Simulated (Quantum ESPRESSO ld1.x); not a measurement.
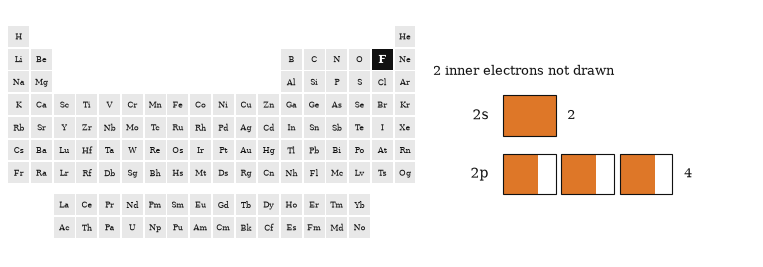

**Figure 1.** Left, the place of fluorine in the periodic table; right, the outer shells as the input fills them: a box for each of the 2l + 1 orbitals, shaded by the share of the shell that is filled, with the electron count at the right.

# Run report: F⁺, atomic calculation

System: F⁺ (Z = 9, 8 electrons) in the configuration [He] 2s2 2p4 (2p1/2: 2, 2p3/2: 2).
Method: Dirac Kohn-Sham, BLYP, spin-unpolarised, spherical densities, point nucleus (Quantum ESPRESSO ld1.x 7.5).

**Log**
```
     Program LD1 v.7.5 starts

     --------------------------- All-electron run ----------------------------

     dirac relativistic calculation

     atomic number is  9.00
     dft =BLYP   lsd =0 sic =0 latt =0  beta=0.20 tr2=1.0E-14
     Exchange-correlation= BLYP
                           (   1   3   1   3   0   0   0)
     mesh =1851 r(mesh) =  99.76081 a.u. xmin = -8.00 dx = 0.00800
     1 Ry =  13.60569312 eV, c = 137.03599908

     n l j   nl                  e(Ry)          e(Ha)          e(eV)
     Spin orbit split results
     1 0 0.5 1S 1( 2.00)       -50.3417       -25.1708      -684.9334
     2 0 0.5 2S 1( 2.00)        -3.4723        -1.7361       -47.2425
     2 1 0.5 2P 1( 2.00)        -2.0847        -1.0423       -28.3634
     2 1 1.5 2P 1( 2.00)        -2.0791        -1.0396       -28.2882
     Averaged results
     1 0     1S 1( 2.00)       -50.3417       -25.1708      -684.9334
     2 0     2S 1( 2.00)        -3.4723        -1.7361       -47.2425
     2 1     2P 1( 4.00)        -2.0810        -1.0405       -28.3132

     final scf error:  6.3E-15 reached in  20 iterations

     Etot =    -198.252073 Ry,     -99.126036 Ha,   -2697.356862 eV

     Ekin =     198.204043 Ry,      99.102021 Ha,    2696.703384 eV
     Encl =    -464.642569 Ry,    -232.321285 Ha,   -6321.784207 eV
     Eh   =      87.792555 Ry,      43.896278 Ha,    1194.478564 eV
     Exc  =     -19.606102 Ry,      -9.803051 Ha,    -266.754604 eV

     normalization and overlap integrals

     s(1S/1S) =  1.000000  <r> =   0.1763  <r2> =    0.0420  r(max) =   0.1147
     s(1S/2S) =  0.000000
     s(2S/2S) =  1.000000  <r> =   0.9624  <r2> =    1.1176  r(max) =   0.7518
     s(2P/2P) =  1.000000  <r> =   0.9827  <r2> =    1.2459  r(max) =   0.6776
     s(2P/2P) =  1.000000  <r> =   0.9845  <r2> =    1.2504  r(max) =   0.6776

     ------------------------ End of All-electron run ------------------------
```

**Orbitals**

| orbital | occupation | energy (eV) | ⟨r⟩ (bohr) | outer maximum (bohr) |
| --- | --- | --- | --- | --- |
| 1s | 2 | −684.933 | 0.1763 | 0.115 |
| 2s | 2 | −47.242 | 0.9624 | 0.752 |
| 2p1/2 | 2 | −28.363 | 0.9827 | 0.678 |
| 2p3/2 | 2 | −28.288 | 0.9845 | 0.678 |

**Slater integrals of the outer shells (hartree)**

```csv
integral,value
"F0(2p3/2,2p3/2)",0.9421
"F2(2p3/2,2p3/2)",0.4231
"F0(2p3/2,2p1/2)",0.9430
"F2(2p3/2,2p1/2)",0.4234
"G0(2p3/2,2p1/2)",0.9426
"G2(2p3/2,2p1/2)",0.4233
"F0(2p3/2,2s1/2)",0.9400
"G1(2p3/2,2s1/2)",0.5684
```

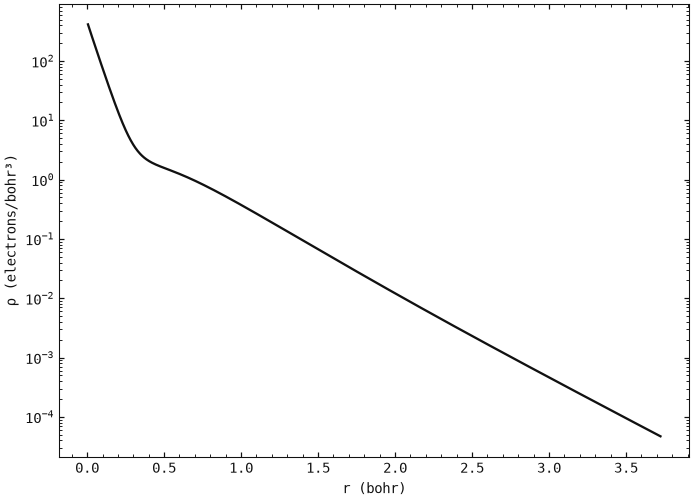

**Figure 2.** The electron density ρ(r) on a logarithmic scale. The density falls from 410 electrons/bohr³ at the inner end (r = 0.0056 bohr) to 0.001 at r = 2.76 bohr, a common measure of the size of an atom or ion. The steps in the slope mark the shells; the radial density has its minima at 0.36 bohr.

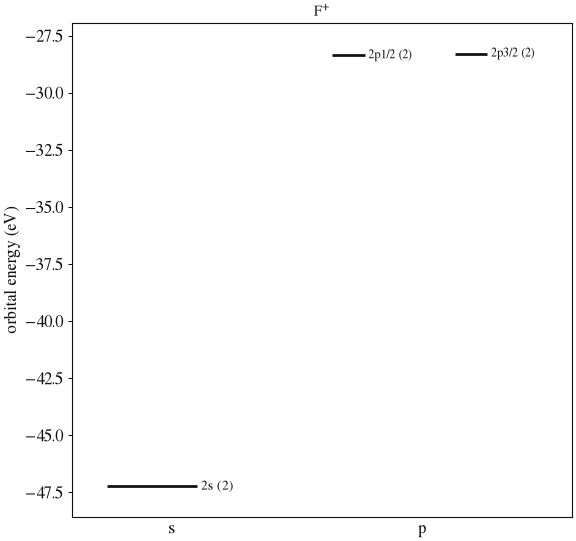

**Figure 3.** The outer levels are drawn by angular momentum (occupations in brackets, the lower j at the left of each column). The highest occupied level is 2p3/2 at −28.3 eV. From the top down the occupied levels run 2p3/2 (−28.3 eV), 2p1/2 (−28.4 eV), 2s (−47.2 eV). Spin-orbit splittings: 2p 0.0752 eV.

**The input**
```
 &input
    atom='F',
    iswitch=1,
    rel=2,
    dft='BLYP',
    config='[He] 2s2 2p4',
    rel_dist='energy',
    lsmall=.true.,
    prefix='ld1',
    max_out_wfc=37,
    file_charge='ld1.rho',
 /
```

**Results in brief**

- outcome: converged
- total energy: −99.126036 hartree
- kinetic energy: 99.102022 hartree
- electron–nucleus energy: −232.321284 hartree
- Hartree energy: 43.896277 hartree
- exchange–correlation energy: −9.803051 hartree
- radius at density 0.001 e/bohr³: 2.76 bohr
- SCF iterations: 20
- hardware: 1 CPU thread, shared host
- wall time: 1.3 s
